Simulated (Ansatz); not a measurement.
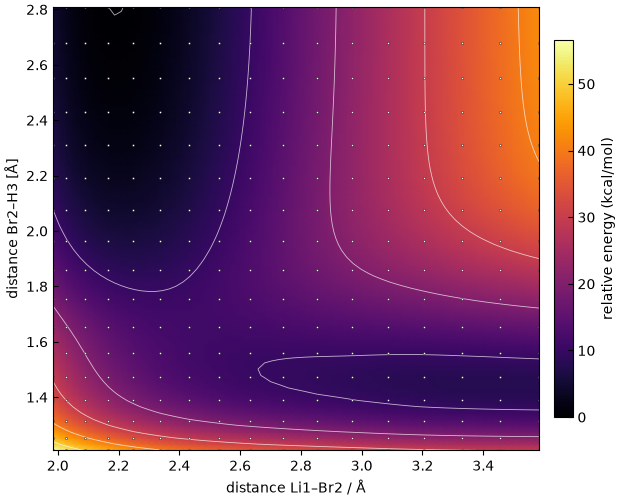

The system Li + BrH, spin multiplicity 2. 
- Coordinates scanned: (1) distance Li1–Br2; (2) distance Br2–H3.
- Nothing is relaxed (the angle Li1–Br2–H3 is fixed at 180 degrees).
- Grid: 17 × 17 points.
- Points are written as (first, second).
- Energies: kcal/mol, counted from the lowest grid point.
- These are results of UKS PBE0-D4/def2-SVPD in Ansatz, not measurements.

In the figure: a smooth colour map with a few white contour lines, dots at the grid points. Between grid points the surface is interpolated.

The lowest grid point is at (2.166 Å, 2.808 Å). It lies in a valley that leaves the map towards separated partners. Other grid points that lie below all their neighbours: (3.329 Å, 1.472 Å) (8.0 kcal/mol higher). The highest grid point, (1.984 Å, 1.208 Å), lies 56.5 kcal/mol above the lowest. On the interpolated surface the lowest path from the side where the first distance is long, about (3.54 Å, 1.43 Å), to the side where the second distance is long, about (2.19 Å, 2.81 Å), has its top at about (2.48 Å, 1.64 Å), about 3.5 kcal/mol above the start and 11 kcal/mol above the end.

The level of theory is changed to UKS PBE-D4/def2-TZVPD in Ansatz 0.2.0; with it change the reference geometry, relaxed at the new level.

Question: What will the new map look like?

Answer: The lowest place stays at (2.166 Å, 2.808 Å). The span from the lowest to the highest grid point shrinks from 56.5 to 51.6 kcal/mol.

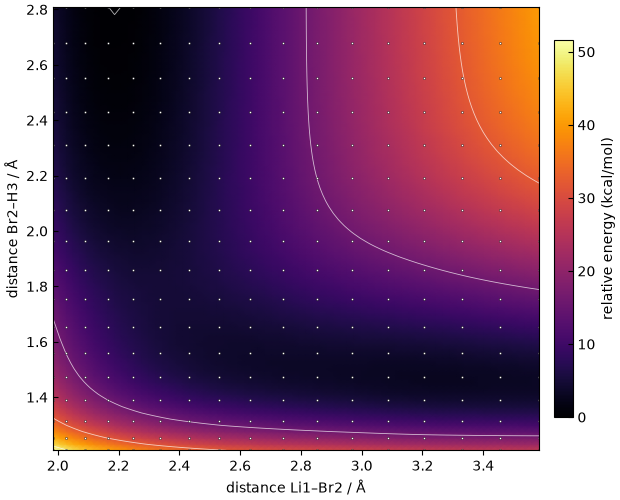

The map after the change, on a colour scale of its own. Drawn: a smooth colour map with a few white contour lines, dots at the grid points. Between grid points the surface is interpolated.
